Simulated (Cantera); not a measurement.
Input: 1 mol Si₂H₆, a varied amount of O₂, 0.42 mol H₂, held at 827 °C and 46.0 mbar.

Equilibrium computed with Cantera from the NASA thermochemical tables; the gas is ideal and each condensed phase is pure. Candidate condensed phases: H₂O, Si, SiO₂; 18 gas species. The feed counts by its element totals alone. Mutual solubility and eutectic melting of coexisting phases are not modelled. The numbers say what is thermodynamically allowed, not how fast it happens.

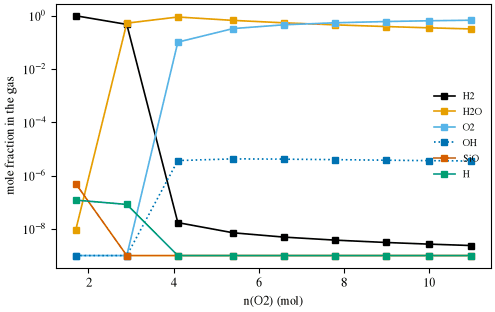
Fig. 1. Equilibrium gas composition (values under 1e-9 drawn at 1e-9)

At 1.7 mol O₂ the condensed part is Si(s) + SiO₂(β-quartz). From 2.9 mol O₂ to 11 mol O₂ the condensed part is SiO₂(β-quartz).
